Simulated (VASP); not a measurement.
Given:

```
CELL_PARAMETERS angstrom
      0.00000     3.54072     3.54072
      3.54072     0.00000     3.54072
      3.54072     3.54072     0.00000
ATOMIC_POSITIONS crystal
  Sm 0.00000 0.00000 0.00000
  Cu 0.37631 0.37631 0.37631
  Cu 0.87108 0.37631 0.37631
  Cu 0.37631 0.37631 0.87108
  Cu 0.37631 0.87108 0.37631
  Ag 0.75000 0.75000 0.75000
```

These are PBEsol GGA, VASP's PBE PAW potentials (set 64) (plane waves; VASP 6.6.1) values and carry that method's errors. Settings: 400 eV cut-off, 9×9×9 Γ-centred mesh, tetrahedra with Blöchl corrections, potentials Sm_3 Cu Ag.

The 4f electrons are frozen in the core of the lanthanide potential, so 4f levels, which can set the real gap, and their magnetism are missing.

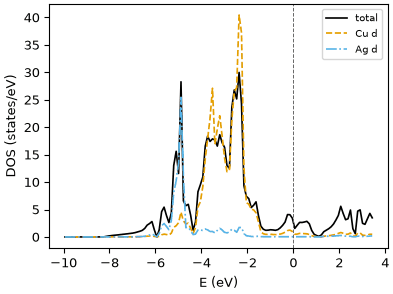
Figure: Total and projected density of states, zero at the Fermi level

Within 2 eV below the Fermi level the largest weight inside VASP's projection spheres is Cu d.

It has no gap at this level: it comes out as a metal or semimetal.

The structure comes from a computed database's SmCu4Ag entry (F-43m); how it stands against other phases isn't given here. It was relaxed first.
